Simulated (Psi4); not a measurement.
# AlNH2Cl (SMILES [NH2][Al][Cl]) at UB2PLYP/aug-pcseg-1 (density fitting, density fitting for correlation, sweep point 2)

Aim: the vertical ionisation energy of AlNH2Cl at UB2PLYP/aug-pcseg-1 (density fitting, density fitting for correlation, sweep point 2), from 2 runs. 

The results are computed with Psi4 1.11.

**1. The system as given**

AlNH2Cl: 5 atoms, total charge 0, spin state doublet. SMILES: `[NH2][Al][Cl]`. The coordinates come from a PBE0-D4/def2-TZVP relaxation. This is one conformer, not always the lowest.

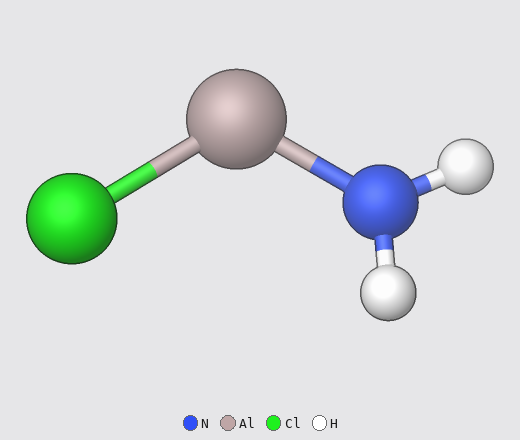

The structure, seen from a chosen angle (nitrogen blue, aluminium light grey, chlorine green, hydrogen white).

**2. A single-point energy at UB2PLYP/aug-pcseg-1 (density fitting, density fitting for correlation, sweep point 2)**

File calc.dat:

```
memory 1.6 GB

molecule {
  0 2
  N     -0.549400     0.461700    -0.232000
  Al     0.402600    -0.291600     1.049100
  Cl     1.907000    -1.649700     0.440800
  H     -1.293600     1.123300    -0.083500
  H     -0.416600     0.282700    -1.215900
  symmetry c1
}

set reference uks
set puream true
set scf_type df
set dft_radial_points 99
set dft_spherical_points 590
set num_frozen_docc 11
set maxiter 150

e_tot, wfn = energy('b2plyp/aug-pcseg-1', return_wfn=True)
print_variables()
```

Run with:

```console
psi4 -n 1 calc.dat calc.out
```

calc.out, shortened:

```text
[...]
  Running in c1 symmetry.
[...]
  Nuclear repulsion =  119.524169334353630
[...]
  Multiplicity = 2
[...]
  Nalpha       = 20
  Nbeta        = 19
[...]
    Number of basis functions: 95
[...]
   @DF-UKS iter   1:  -757.89335343495475   -3.68344e-01   8.23637e-03 DIIS/ADIIS
[...]
   @DF-UKS iter   9:  -758.17482438127672   -6.72883e-08   7.73952e-07 DIIS
[...]
   @S^2 Observed:                7.518884502E-01
[...]
    Orbital Energies [Eh]
    ---------------------
    Alpha Occupied:
       1A   -102.864786     2A    -57.075765     3A    -14.817083
       4A     -9.882374     5A     -7.529021     6A     -7.524850
       7A     -7.524734     8A     -4.482016     9A     -2.941146
      10A     -2.940204    11A     -2.937702    12A     -0.962870
      13A     -0.914016    14A     -0.563134    15A     -0.524273
      16A     -0.446336    17A     -0.387207    18A     -0.384650
      19A     -0.334442    20A     -0.262085
    Alpha Virtual:
      21A     -0.005415    22A      0.006566    23A      0.016655
      24A      0.021597    25A      0.031670    26A      0.046369
[...]
  @DF-UKS Final Energy:  -758.17482438127672
   => Energetics <=
    Nuclear Repulsion Energy =            119.5241693343536298
    One-Electron Energy =               -1286.5237225726605175
    Two-Electron Energy =                 434.8885600458147564
    DFT Exchange-Correlation Energy =     -26.0638311887846186
    Empirical Dispersion Energy =           0.0000000000000000
    VV10 Nonlocal Energy =                  0.0000000000000000
    Total Energy =                       -758.1748243812767214
[...]
 Multipole Moments:
 ------------------------------------------------------------------------------------
     Multipole            Electronic (a.u.)      Nuclear  (a.u.)        Total (a.u.)
 ------------------------------------------------------------------------------------
 L = 1.  Multiply by 2.5417464519 to convert [e a0] to [Debye]
 Dipole X            :          3.0439718           -3.7462745           -0.7023027
 Dipole Y            :         -2.5006013            3.1189524            0.6183511
 Dipole Z            :          2.6493181           -2.6086102            0.0407079
 Magnitude           :                                                    0.9366132
[...]
```

It took 20 s on 1 thread of Intel Xeon Platinum 8259CL at 2.50GHz (Skylake/Cascade Lake), shared host; peak memory 0.94 GiB.

**3. The singlet cation**

File calc.inp:

```
memory 1600 mb

molecule system {
  1 1
  N     -0.549400     0.461700    -0.232000
  Al     0.402600    -0.291600     1.049100
  Cl     1.907000    -1.649700     0.440800
  H     -1.293600     1.123300    -0.083500
  H     -0.416600     0.282700    -1.215900
  units angstrom
  symmetry c1
}

set globals {
  puream               true
  scf_type             df
  dft_radial_points    99
  dft_spherical_points 590
  num_frozen_docc      11
}

result, w = energy("b2plyp/aug-pcseg-1", return_wfn=True)
```

Run with:

```console
psi4 -i calc.inp -o calc.out -n 1
```

calc.out, shortened:

```text
[...]
  Running in c1 symmetry.
[...]
  Nuclear repulsion =  119.524169334353630
[...]
  Multiplicity = 1
[...]
  Nalpha       = 19
  Nbeta        = 19
[...]
    Number of basis functions: 95
[...]
   @DF-RKS iter   1:  -757.60119855874279   -7.61896e-02   7.86901e-03 ADIIS/DIIS
[...]
   @DF-RKS iter  10:  -757.86766262101821   -5.80521e-08   3.87597e-07 DIIS
[...]
    Orbital Energies [Eh]
    ---------------------
    Doubly Occupied:
       1A   -103.096947     2A    -57.390003     3A    -15.037125
       4A    -10.111046     5A     -7.758123     6A     -7.752851
       7A     -7.752816     8A     -4.786373     9A     -3.246563
      10A     -3.246095    11A     -3.241921    12A     -1.170991
      13A     -1.127549    14A     -0.767944    15A     -0.737232
      16A     -0.654603    17A     -0.596866    18A     -0.592333
      19A     -0.544791
[...]
  @DF-RKS Final Energy:  -757.86766262101821
   => Energetics <=
    Nuclear Repulsion Energy =            119.5241693343536298
    One-Electron Energy =               -1277.0314181009439380
    Two-Electron Energy =                 425.5644200633014407
    DFT Exchange-Correlation Energy =     -25.9248339177293907
    Empirical Dispersion Energy =           0.0000000000000000
    VV10 Nonlocal Energy =                  0.0000000000000000
    Total Energy =                       -757.8676626210182121
[...]
 Multipole Moments:
 ------------------------------------------------------------------------------------
     Multipole            Electronic (a.u.)      Nuclear  (a.u.)        Total (a.u.)
 ------------------------------------------------------------------------------------
 L = 1.  Multiply by 2.5417464519 to convert [e a0] to [Debye]
 Dipole X            :          2.3061108           -3.7462745           -1.4401637
 Dipole Y            :         -1.7697510            3.1189524            1.3492013
 Dipole Z            :          3.9650438           -2.6086102            1.3564336
 Magnitude           :                                                    2.3946457
[...]
```

It took 13 s on 1 thread of Intel Xeon Platinum 8259CL at 2.50GHz (Skylake/Cascade Lake), shared host; peak memory 0.94 GiB.

**4. Summary of results**

Level: UB2PLYP/aug-pcseg-1 (density fitting, density fitting for correlation, sweep point 2), 11 core orbitals frozen.

```
                                                                 quantity          value
                                            doublet AlNH2Cl: total energy  -758.29660 Eh
doublet AlNH2Cl: HOMO energy (SCF part's orbitals) (highest over α and β)       -7.13 eV
 doublet AlNH2Cl: LUMO energy (SCF part's orbitals) (lowest over α and β)       -1.68 eV
                                                    doublet AlNH2Cl: ⟨S²⟩          0.752
                                             singlet cation: total energy  -757.99085 Eh
                        singlet cation: HOMO energy (SCF part's orbitals)      -14.82 eV
                        singlet cation: LUMO energy (SCF part's orbitals)       -9.44 eV
                      singlet cation: HOMO–LUMO gap (SCF part's orbitals)        5.38 eV
                       vertical ionisation energy (to the singlet cation)       8.320 eV
```

What this shows: Removing an electron at fixed nuclei costs 8.32 eV (192 kcal/mol). Only the singlet of the ionised species was computed; a triplet could lie lower.
